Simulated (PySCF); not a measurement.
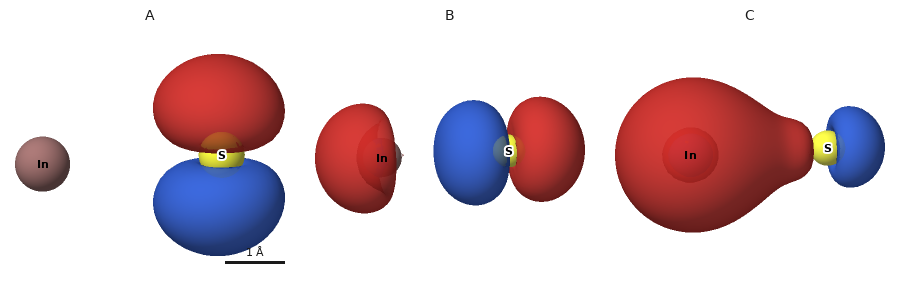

*InS (charge +1, triplet). Three frontier β-spin orbitals, each drawn at the value that holds 80 % of its norm (red and blue are the two phases), in no order; of a degenerate pair one member is drawn.*

Core potentials replace the inner electrons of In.

All numbers below come from PBE0/def2-SVPD, non-relativistic Hamiltonian with scalar-relativistic core potentials where named, at a bond length of 3.160 Å in PySCF.

Q: Name the orbitals and rank them from lowest to highest energy.

A: Orbital C: σ, occupied in this spin, −15.26 eV; mainly on In (85 %).
Orbital B: σ, occupied in this spin, −12.54 eV; mainly on S (75 %).
Orbital A: π, empty in this spin, −9.55 eV; mainly on S (95 %).
